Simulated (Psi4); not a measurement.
## Frequency calculation of HF (part 3 of 4)

The same run, continued: HF, SMILES F; M06-L/aug-pcseg-3, RKS (Psi4 1.11). The geometry was optimised with M06-L/aug-pcseg-3.

Geometry of the input (Å):
```
F  -0.3898  0.1445  -0.1963
H  0.3867  -0.1434  0.1947
```

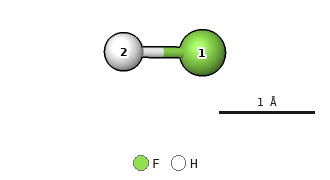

*The structure (ball-and-stick view, seen at a tilt; atoms are numbered from 1 in the order of the input).*

**Log, continued**
```
 ------------------------------------------------------------------------------------

 L = 1.  Multiply by 2.5417464519 to convert [e a0] to [Debye]
 Dipole X            :         -0.0000000            0.0000000           -0.0000000
 Dipole Y            :          0.0004914           -0.0025363           -0.0020449
 Dipole Z            :         -0.1664037            0.8588560            0.6924523
 Magnitude           :                                                    0.6924553

 ------------------------------------------------------------------------------------

	total time  =         62 seconds =       1.03 minutes

         ------------------------------------------------------------
                                   SCF GRAD
         ------------------------------------------------------------

  ==> Geometry <==

    Molecular point group: c1
    Full point group: C_inf_v

    Geometry (in Bohr), charge = 0, multiplicity = 1:

       Center              X                  Y                   Z               Mass
    ------------   -----------------  -----------------  -----------------  -----------------
         F            0.000000000000     0.000257466907    -0.087185586216    18.998403162730
         H            0.000000000000    -0.004853481454     1.643526270880     1.007825032230

  Nuclear repulsion =    5.200149707195001

   => Molecular Quadrature <=

    Radial Scheme          =       TREUTLER
    Pruning Scheme         =           NONE
    Nuclear Scheme         =       TREUTLER

    Blocking Scheme        =         OCTREE
    BS radius alpha        =              1
    Pruning alpha          =              1
    Radial Points          =             99
    Spherical Points       =            590
    Total Points           =         114648
    Total Blocks           =            919
    Max Points             =            256
    Max Functions          =            134
    Weights Tolerance      =       1.00E-15

  -Total Gradient:
     Atom            X                  Y                   Z
    ------   -----------------  -----------------  -----------------
       1        0.000000000000    -0.000000007094     0.000002402135
       2        0.000000000000    -0.000000009992     0.000003383682

	total time  =         62 seconds =       1.03 minutes

    Psi4 run time: 0:02:03.49

    -----------------------------------------------------------------------
                               Psi4 1.11 release

    h
    h
    h

    -----------------------------------------------------------------------

gradient() will perform analytic gradient computation.

  ==> Geometry <==

    Molecular point group: c1
    Full point group: C_inf_v

    Geometry (in Bohr), charge = 0, multiplicity = 1:

       Center              X                  Y                   Z               Mass
    ------------   -----------------  -----------------  -----------------  -----------------
         F            0.000000000000     0.000000000000    -0.087443053124    18.998403162730
         H            0.000000000000     0.000000000000     1.648379752334     1.007825032230

  Running in c1 symmetry.

  Rotational constants: A = ************  B =     20.87596  C =     20.87596 [cm^-1]
  Rotational constants: A = ************  B = 625845.49660  C = 625845.49660 [MHz]
  Nuclear repulsion =    5.184861019052918

  Charge       = 0
  Multiplicity = 1
  Electrons    = 10
  Nalpha       = 5
  Nbeta        = 5

   => Molecular Quadrature <=

    Radial Scheme          =       TREUTLER
    Pruning Scheme         =           NONE
    Nuclear Scheme         =       TREUTLER

    Blocking Scheme        =         OCTREE
    BS radius alpha        =              1
    Pruning alpha          =              1
    Radial Points          =             99
    Spherical Points       =            590
    Total Points           =         114648
    Total Blocks           =            914
    Max Points             =            256
    Max Functions          =            134
    Weights Tolerance      =       1.00E-15

  ==> DiskJK: Disk-Based J/K Matrices <==

    J tasked:                  Yes
    K tasked:                   No
    wK tasked:                  No
    Memory [MiB]:             1029
    Schwarz Cutoff:          1E-12

  Cached 10.1% of DFT collocation blocks in 0.104 [GiB].

  Minimum eigenvalue in the overlap matrix is 6.9969991200E-05.
  Reciprocal condition number of the overlap matrix is 1.2037852963E-05.
    Using symmetric orthogonalization.

  ==> Iterations <==

                        Total Energy        Delta E     RMS |[F,P]|

   @RKS iter SAD:  -100.22103186432015   -1.00221e+02   0.00000e+00
   @RKS iter   1:  -100.41645382045749   -1.95422e-01   3.39198e-03 ADIIS/DIIS
   @RKS iter   2:  -100.30261330730389    1.13841e-01   5.74698e-03 ADIIS/DIIS
   @RKS iter   3:  -100.47642520255224   -1.73812e-01   1.52514e-04 ADIIS/DIIS
   @RKS iter   4:  -100.47654589969727   -1.20697e-04   4.97422e-05 DIIS
   @RKS iter   5:  -100.47655756914686   -1.16694e-05   1.02375e-05 DIIS
   @RKS iter   6:  -100.47655811527872   -5.46132e-07   1.04791e-06 DIIS
   @RKS iter   7:  -100.47655812280173   -7.52301e-09   2.43951e-07 DIIS
   @RKS iter   8:  -100.47655812312593   -3.24192e-10   2.37451e-08 DIIS
   @RKS iter   9:  -100.47655812313052   -4.59011e-12   2.50800e-09 DIIS
  Energy and wave function converged.

  ==> Post-Iterations <==

   Electrons on quadrature grid:
      Ntotal   =    9.9999999994 ; deviation = -6.236e-10

    Final Occupation by Irrep:
              A
    DOCC [     5 ]
    NA   [     5 ]
    NB   [     5 ]

  @RKS Final Energy:  -100.47655812313052

   => Energetics <=

    Nuclear Repulsion Energy =              5.1848610190529181
    One-Electron Energy =                -150.5651793524601203
    Two-Electron Energy =                  55.7283122362280992
    DFT Exchange-Correlation Energy =     -10.8245520259514336
    Empirical Dispersion Energy =           0.0000000000000000
    VV10 Nonlocal Energy =                  0.0000000000000000
    Total Energy =                       -100.4765581231305163

Computation Completed

Properties will be evaluated at   0.000000,   0.000000,   0.000000 [a0]

Properties computed using the SCF density matrix

 Multipole Moments:

 ------------------------------------------------------------------------------------
     Multipole            Electronic (a.u.)      Nuclear  (a.u.)        Total (a.u.)
 ------------------------------------------------------------------------------------

 L = 1.  Multiply by 2.5417464519 to convert [e a0] to [Debye]
 Dipole X            :          0.0000000            0.0000000            0.0000000
 Dipole Y            :          0.0000000            0.0000000            0.0000000
 Dipole Z            :         -0.1673074            0.8613923            0.6940848
 Magnitude           :                                                    0.6940848

 ------------------------------------------------------------------------------------

	total time  =         63 seconds =       1.05 minutes

         ------------------------------------------------------------
                                   SCF GRAD
         ------------------------------------------------------------

  ==> Geometry <==

    Molecular point group: c1
    Full point group: C_inf_v

    Geometry (in Bohr), charge = 0, multiplicity = 1:

       Center              X                  Y                   Z               Mass
    ------------   -----------------  -----------------  -----------------  -----------------
         F            0.000000000000     0.000000000000    -0.087443053124    18.998403162730
         H            0.000000000000     0.000000000000     1.648379752334     1.007825032230

  Nuclear repulsion =    5.184861019052918

   => Molecular Quadrature <=

    Radial Scheme          =       TREUTLER
    Pruning Scheme         =           NONE
    Nuclear Scheme         =       TREUTLER

    Blocking Scheme        =         OCTREE
    BS radius alpha        =              1
    Pruning alpha          =              1
    Radial Points          =             99
    Spherical Points       =            590
    Total Points           =         114648
    Total Blocks           =            914
    Max Points             =            256
    Max Functions          =            134
    Weights Tolerance      =       1.00E-15

  -Total Gradient:
     Atom            X                  Y                   Z
    ------   -----------------  -----------------  -----------------
       1        0.000000000000     0.000000000000    -0.003131244003
       2        0.000000000000     0.000000000000     0.003137121955

	total time  =         57 seconds =       0.95 minutes

    Psi4 run time: 0:02:00.60

    -----------------------------------------------------------------------
                               Psi4 1.11 release

    h
    h
    h

    -----------------------------------------------------------------------

gradient() will perform analytic gradient computation.

  ==> Geometry <==

    Molecular point group: c1
    Full point group: C_inf_v

    Geometry (in Bohr), charge = 0, multiplicity = 1:

       Center              X                  Y                   Z               Mass
    ------------   -----------------  -----------------  -----------------  -----------------
         F            0.000000000000     0.000000000000    -0.086928119309    18.998403162730
         H            0.000000000000     0.000000000000     1.638672789425     1.007825032230

  Running in c1 symmetry.

  Rotational constants: A = ************  B =     21.12402  C =     21.12402 [cm^-1]
  Rotational constants: A = ************  B = 633282.06648  C = 633282.06648 [MHz]
  Nuclear repulsion =    5.215574443919622

  Charge       = 0
  Multiplicity = 1
  Electrons    = 10
  Nalpha       = 5
  Nbeta        = 5

  ==> Integral Setup <==

  Using in-core PK algorithm.
   Calculation information:
      Number of atoms:                   2
      Number of AO shells:              36
      Number of primitives:             56
      Number of atomic orbitals:       169
      Number of basis functions:       134

      Integral cutoff                 1.00e-12
      Number of threads:                 1

  Performing in-core PK
  Using 81821070 doubles for integral storage.
  We computed 222110 shell quartets total.
  Whereas there are 222111 unique shell quartets.

  ==> DiskJK: Disk-Based J/K Matrices <==

    J tasked:                  Yes
    K tasked:                   No
    wK tasked:                  No
    Memory [MiB]:             1029
    Schwarz Cutoff:          1E-12

  Cached 10.1% of DFT collocation blocks in 0.113 [GiB].

  Minimum eigenvalue in the overlap matrix is 6.9754075325E-05.
  Reciprocal condition number of the overlap matrix is 1.1992797180E-05.
    Using symmetric orthogonalization.

  ==> Iterations <==

                        Total Energy        Delta E     RMS |[F,P]|

   @RKS iter SAD:  -100.22270639645072   -1.00223e+02   0.00000e+00
   @RKS iter   1:  -100.41635100754446   -1.93645e-01   3.39953e-03 ADIIS/DIIS
   @RKS iter   2:  -100.30422064659901    1.12130e-01   5.72732e-03 ADIIS/DIIS
   @RKS iter   3:  -100.47642352617828   -1.72203e-01   1.52923e-04 ADIIS/DIIS
   @RKS iter   4:  -100.47654588413444   -1.22358e-04   4.96010e-05 DIIS
   @RKS iter   5:  -100.47655741935678   -1.15352e-05   1.03130e-05 DIIS
   @RKS iter   6:  -100.47655797244751   -5.53091e-07   1.04804e-06 DIIS
   @RKS iter   7:  -100.47655798002832   -7.58081e-09   2.45106e-07 DIIS
   @RKS iter   8:  -100.47655798035582   -3.27503e-10   2.39350e-08 DIIS
   @RKS iter   9:  -100.47655798036033   -4.50484e-12   2.50775e-09 DIIS
  Energy and wave function converged.

  ==> Post-Iterations <==

   Electrons on quadrature grid:
      Ntotal   =    9.9999999994 ; deviation = -5.880e-10

    Orbital Energies [Eh]
    ---------------------

    Doubly Occupied:

       1A    -24.487758     2A     -1.178172     3A     -0.509237
       4A     -0.364017     5A     -0.364017

    Virtual:

       6A     -0.019533     7A      0.046497     8A      0.047482
       9A      0.047482    10A      0.060883    11A      0.111835
      12A      0.119299    13A      0.119299    14A      0.162572
      15A      0.162572    16A      0.204331    17A      0.231207
      18A      0.231207    19A      0.232885    20A      0.308961
      21A      0.330270    22A      0.330270    23A      0.338608
      24A      0.338608    25A      0.350354    26A      0.350354
      27A      0.361786    28A      0.364780    29A      0.364780
      30A      0.446109    31A      0.496627    32A      0.496627
      33A      0.501501    34A      0.501501    35A      0.533017
      36A      0.667289    37A      0.683546    38A      0.683546
      39A      0.686168    40A      0.686168    41A      0.743853
      42A      0.743853    43A      0.744190    44A      0.760454
      45A      0.760454    46A      0.954615    47A      0.954615
      48A      0.978005    49A      1.018039    50A      1.018039
      51A      1.023303    52A      1.023303    53A      1.027415
      54A      1.032868    55A      1.032868    56A      1.175812
      57A      1.175812    58A      1.228937    59A      1.228937
      60A      1.274519    61A      1.466211    62A      1.593082
      63A      1.593082    64A      1.692837    65A      1.849821
      66A      1.849821    67A      2.324611    68A      2.333010
      69A      2.333010    70A      2.439362    71A      2.730725
      72A      2.730725    73A      3.235172    74A      3.235172
      75A      3.237076    76A      3.487045    77A      3.487045
      78A      3.768538    79A      3.953879    80A      3.953879
      81A      4.280990    82A      4.280990    83A      4.474948
      84A      4.474948    85A      4.611684    86A      4.869304
      87A      4.869304    88A      5.320019    89A      5.604896
      90A      5.604896    91A      5.703952    92A      7.111642
      93A      7.673348    94A      7.673349    95A      8.112756
      96A      8.112756    97A      8.160150    98A      8.277695
      99A      8.277695   100A      8.522544   101A      8.522545
     102A      8.805003   103A      8.805011   104A      8.902854
     105A      8.902857   106A      8.975490   107A      8.975490
     108A      9.786197   109A      9.972044   110A      9.972044
     111A     10.663289   112A     10.840590   113A     10.840590
     114A     11.799437   115A     11.799437   116A     11.810890
     117A     11.810891   118A     11.974978   119A     11.974982
     120A     12.170323   121A     12.170323   122A     12.351258
     123A     13.463665   124A     14.148682   125A     14.148682
     126A     20.763209   127A     20.763209   128A     21.054630
     129A     27.441471   130A     27.441500   131A     27.663429
     132A     27.663429   133A     28.282680   134A     57.213868

    Final Occupation by Irrep:
              A
    DOCC [     5 ]
    NA   [     5 ]
    NB   [     5 ]

  @RKS Final Energy:  -100.47655798036033

   => Energetics <=

    Nuclear Repulsion Energy =              5.2155744439196221
    One-Electron Energy =                -150.6173750925918284
    Two-Electron Energy =                  55.7527574519562350
    DFT Exchange-Correlation Energy =     -10.8275147836443448
    Empirical Dispersion Energy =           0.0000000000000000
    VV10 Nonlocal Energy =                  0.0000000000000000
    Total Energy =                       -100.4765579803603259

Computation Completed

Properties will be evaluated at   0.000000,   0.000000,   0.000000 [a0]

Properties computed using the SCF density matrix

 Multipole Moments:

 ------------------------------------------------------------------------------------
     Multipole            Electronic (a.u.)      Nuclear  (a.u.)        Total (a.u.)
 ------------------------------------------------------------------------------------

 L = 1.  Multiply by 2.5417464519 to convert [e a0] to [Debye]
 Dipole X            :          0.0000000            0.0000000            0.0000000
 Dipole Y            :         -0.0000000            0.0000000           -0.0000000
 Dipole Z            :         -0.1654983            0.8563197            0.6908214
 Magnitude           :                                                    0.6908214

 ------------------------------------------------------------------------------------

	total time  =         54 seconds =       0.90 minutes

         ------------------------------------------------------------
                                   SCF GRAD
         ------------------------------------------------------------

  ==> Geometry <==

    Molecular point group: c1
    Full point group: C_inf_v

    Geometry (in Bohr), charge = 0, multiplicity = 1:

       Center              X                  Y                   Z               Mass
    ------------   -----------------  -----------------  -----------------  -----------------
         F            0.000000000000     0.000000000000    -0.086928119309    18.998403162730
         H            0.000000000000     0.000000000000     1.638672789425     1.007825032230

  Nuclear repulsion =    5.215574443919622

   => Molecular Quadrature <=

    Radial Scheme          =       TREUTLER
    Pruning Scheme         =           NONE
    Nuclear Scheme         =       TREUTLER
```
